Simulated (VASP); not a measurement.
Band structure of Cd (hcp). These are r2SCAN meta-GGA, VASP's PBE PAW potentials (set 64) (plane waves; VASP) values and carry that method's errors.

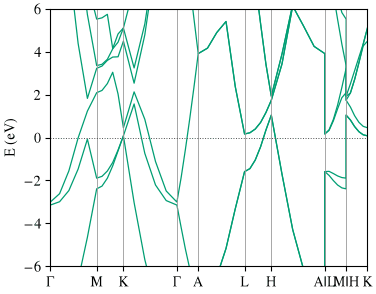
Fig. 1. Bands along high-symmetry lines, zero at the valence-band maximum or, without a gap, the Fermi level

Question: Read the plot: is there a gap, and where are the band edges?

Answer: It has no gap at this level: it comes out as a metal or semimetal.

The compound is Cd in the hcp structure. It was relaxed first.
